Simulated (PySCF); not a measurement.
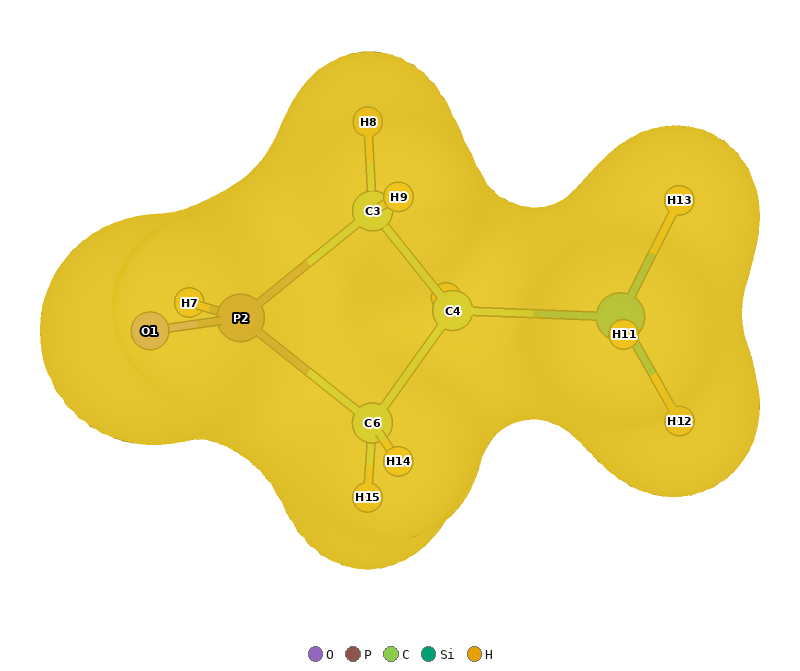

Figure 1: C3H9OPSi. Isosurface of the electron density at 0.1 e/Å³ (yellow), seen across its widest extent.

Geometry: GFN2-xTB.

Theory: B3LYP/def2-SVPD, SCF density, gas phase (PySCF).

```xyz
15

O     3.0028   -0.5231    1.0804
P     1.9877   -0.0635    0.1326
C     0.5382   -1.0741   -0.3838
C    -0.3268    0.2053   -0.3526
Si   -2.1254   -0.0256    0.2110
C     0.5772    1.0261    0.5934
H     2.5023    0.4758   -1.0474
H     0.5563   -1.6232   -1.3222
H     0.2865   -1.7623    0.4260
H    -0.2921    0.6655   -1.3430
H    -2.1127   -0.6439    1.5370
H    -2.7609    1.2906    0.2631
H    -2.7983   -0.8938   -0.7547
H     0.3353    0.8578    1.6450
H     0.6257    2.0966    0.4083
```

> What does this surface tell about the bonding?

At this value the surface is in one piece. It bridges the sampled P–O (1.46 Å), C–C (1.54 Å), C–P (1.84 Å) and C–Si (1.90 Å) contacts, where the density stays above the isovalue. On the grid the lowest density along these lines, outside the cores, is 1.7 e/Å³ (P–O, 1.46 Å), 1.6 e/Å³ (C–C, 1.54 Å), 1.1 e/Å³ (C–P, 1.84 Å) and 0.77 e/Å³ (C–Si, 1.90 Å).
